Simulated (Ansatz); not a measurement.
Consider BrGaH₃NS (SMILES [NH2][Ga]([SH])[Br]).

Input

```
crystal:
  periodic: [false, false, false]
  atoms:
    - { symbol: "N", position_ang: [0.50061, 1.4144, 0.36216] }
    - { symbol: Ga, position_ang: [-0.22305, -0.22597, 0.02245] }
    - { symbol: S, position_ang: [0.63131, -1.67114, -1.43202] }
    - { symbol: Br, position_ang: [-2.19729, -0.65745, 1.10106] }
    - { symbol: H, position_ang: [1.42514, 1.67708, 0.04418] }
    - { symbol: H, position_ang: [0.2276, 2.00149, 1.14233] }
    - { symbol: H, position_ang: [1.66976, -0.87631, -1.6968] }
basis:
  gaussian: { orbitals: def2-SVP }
hamiltonian:
  xc: b3lyp
  dispersion: d4
relax:
  f_tol: 0.015
  max_steps: 40
output:
  orbitals: {}
```

Launched as:

```sh
ansatz run input.yaml --threads 2 --pin off --max-ram 3072MiB --backend cpu --events-out ev --progress --plain --runs-dir out
```

The fields are those of the relaxed geometry.

These are results of RKS B3LYP-D4/def2-SVP in Ansatz 0.2.0, not measurements.

What can the converged electron density and electron localisation function tell about the bonding?

Answer. Ga–N (1.81 Å): ρ at the midpoint is about 0.92 e/Å³; the ELF peaks at about 0.85 in the valence shell of N, 0.6 Å from its nucleus, and is about 0.30 at the midpoint.
Ga–S (2.21 Å): ρ is about 0.67 e/Å³ halfway; the ELF peaks at about 0.85 in the valence shell of S, 0.9 Å from its nucleus, and is about 0.70 at the midpoint.
Ga–Br (2.30 Å): the density is about 0.61 e/Å³ at the midpoint, with its minimum of 0.55 e/Å³ about 1.0 Å from Ga; the ELF peaks at about 0.75 in the valence shell of Br, 1.0 Å from its nucleus, and is about 0.65 at the midpoint.
N–H (1.01 Å): ρ is about 2.8 e/Å³ halfway; the ELF climbs to about 1 towards the hydrogen, as it does in any bond to H (an ordinary covalent bond to hydrogen).

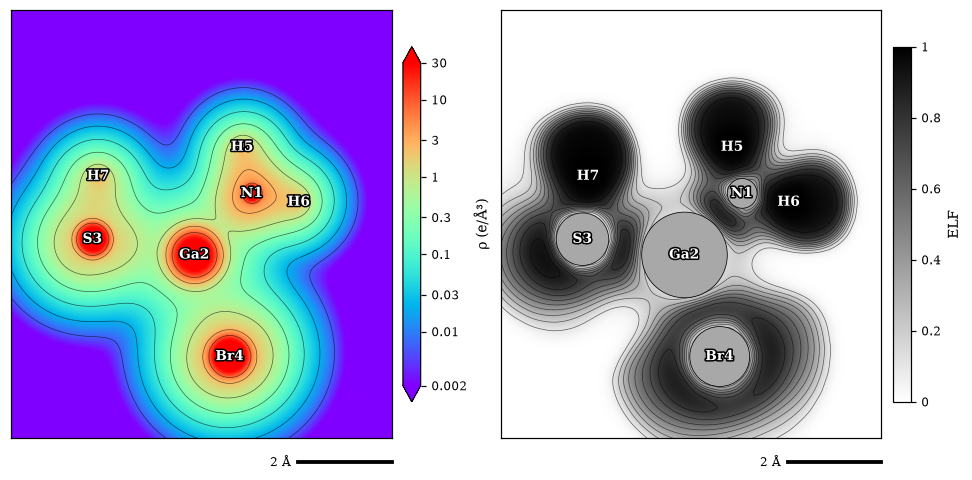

Computed electron density and electron localisation function on the molecular plane, in this order. Grey discs cover the atomic cores in the ELF map. 
